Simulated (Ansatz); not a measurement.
**C$_{2}$H$_{9}$FN$_{2}$Si (SMILES CC(F)[SiH](N)N): density, localisation and related maps**

Input

```
crystal:
  periodic: [false, false, false]
  atoms:
    - { symbol: C, position_ang: [0.5203, -2.1383, -0.0764] }
    - { symbol: C, position_ang: [0.571, -0.6893, -0.6562] }
    - { symbol: F, position_ang: [0.2575, -0.7603, -2.0069] }
    - { symbol: Si, position_ang: [-0.4731, 0.599, 0.0997] }
    - { symbol: "N", position_ang: [-0.5033, 2.1065, -0.6433] }
    - { symbol: "N", position_ang: [-0.0796, 1.166, 1.6256] }
    - { symbol: H, position_ang: [-0.5102, -2.4984, -0.2157] }
    - { symbol: H, position_ang: [1.1937, -2.7458, -0.6282] }
    - { symbol: H, position_ang: [0.7245, -2.1049, 1.0199] }
    - { symbol: H, position_ang: [1.6158, -0.3469, -0.5566] }
    - { symbol: H, position_ang: [-1.967, 0.1773, 0.2252] }
    - { symbol: H, position_ang: [0.4748, 2.4551, -0.5949] }
    - { symbol: H, position_ang: [-0.7908, 2.0345, -1.6262] }
    - { symbol: H, position_ang: [-0.5842, 0.6215, 2.3601] }
    - { symbol: H, position_ang: [-0.4714, 2.0734, 1.7033] }
basis:
  gaussian: { orbitals: def2-SVP }
hamiltonian:
  xc: pbe0
relax:
  f_tol: 0.015
  max_steps: 40
output:
  orbitals: {}
```

Command:

```sh
ansatz run input.yaml --threads 2 --pin off --max-ram 3072MiB --backend cpu --events-out ev --progress --plain --runs-dir out
```

The fields are those of the relaxed geometry.

All numbers below come from RKS PBE0/def2-SVP in Ansatz.

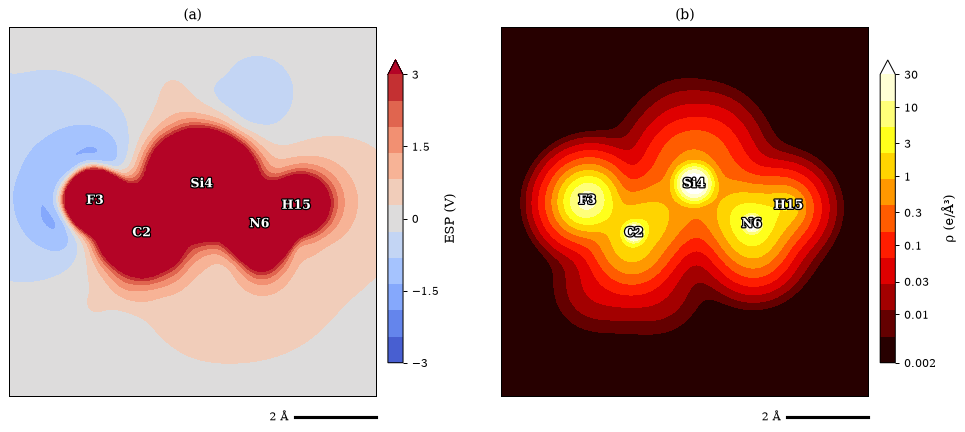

Figure 1. (a) molecular electrostatic potential; (b) electron density on the plane of atoms C2, Si4 and N6.

### What do the fields say about this system?

The section cuts through C, F, Si, N and H sites.
C–F (1.40 Å): the density is about 2 e/Å³ at the midpoint, with its minimum of 1.5 e/Å³ about 0.5 Å from C.
Si–N (1.73 Å): ρ is about 1.1 e/Å³ halfway.
C–Si (1.91 Å): ρ is about 0.97 e/Å³ halfway.
N–H (1.01 Å): ρ is about 2.7 e/Å³ halfway.
Outside the dense part of the molecule the potential is most negative (−1.4 V) near F3.

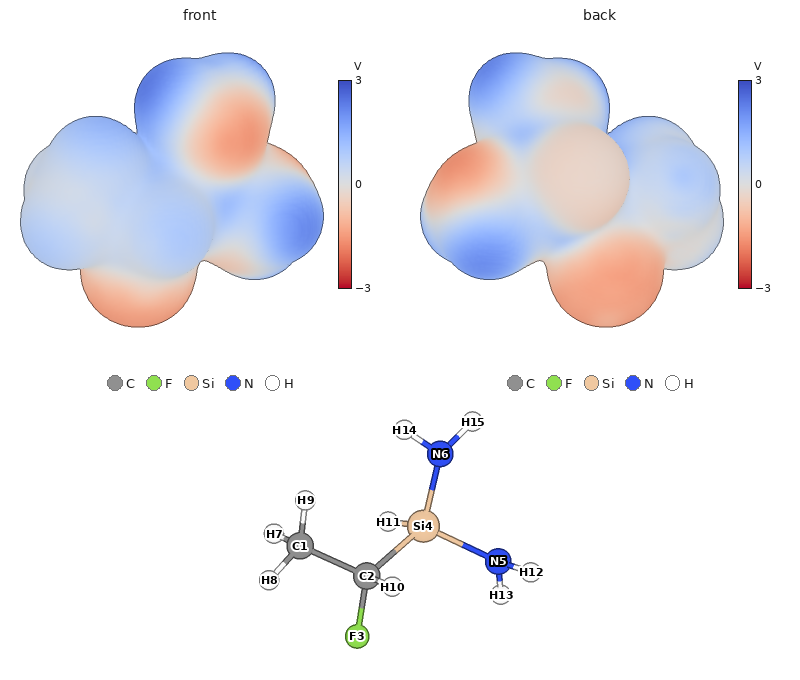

Figure 2. The electrostatic potential painted on the density surface at 0.004 e/bohr³, seen from the front and from behind; red is negative and blue positive. The bare structure is drawn below in the same view.

### Which sites attract a positive test charge, and which a negative one?

A positive charge is drawn to the negative regions and a negative charge to the positive ones. The most negative region (about −1.5 V, or −35 kcal/mol for a unit charge) lies over N5 and N6, the most positive (about +2.2 V, or +51 kcal/mol for a unit charge) over H14.

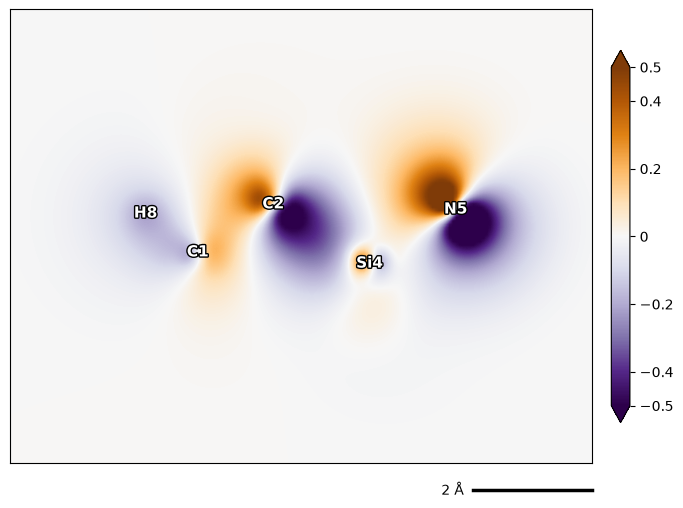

Figure 3. The HOMO on the plane of atoms C1, C2 and Si4 (values in Å⁻³ᐟ²; the overall sign is arbitrary).

### Describe this orbital and give its energy.

It lies mainly on N5 (about 35 %), C2 (about 15 %), Si4 (about 15 %) and N6 (about 10 %). Its energy is −6.91 eV.

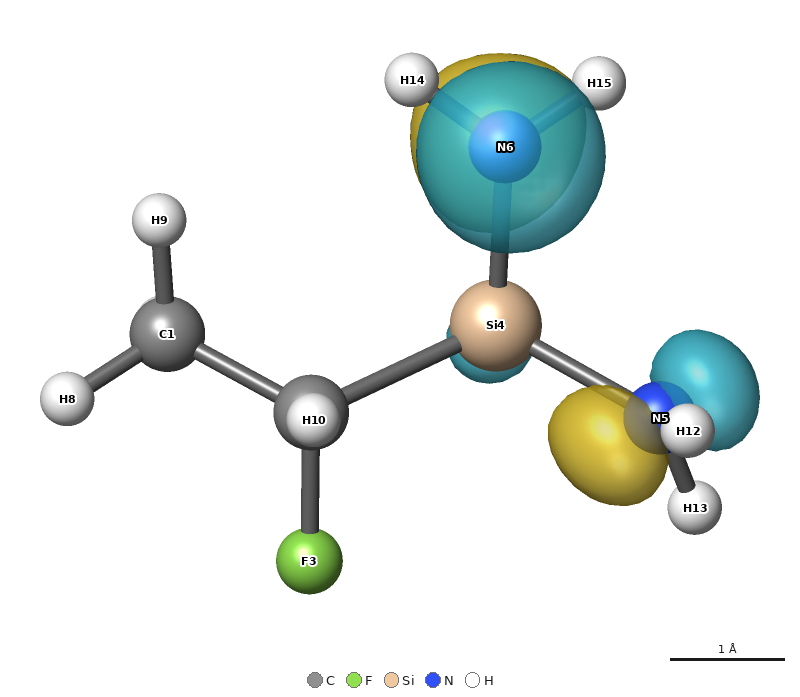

Figure 4. The HOMO−1 at ±0.2 Å⁻³ᐟ² (yellow and cyan are the two phases), seen across its widest extent.

### What is the character of this orbital?

It lies mainly on N6 (about 55 %) and N5 (about 15 %); largely a combination of lone pairs on N6 and N5. Its energy is −7.24 eV.
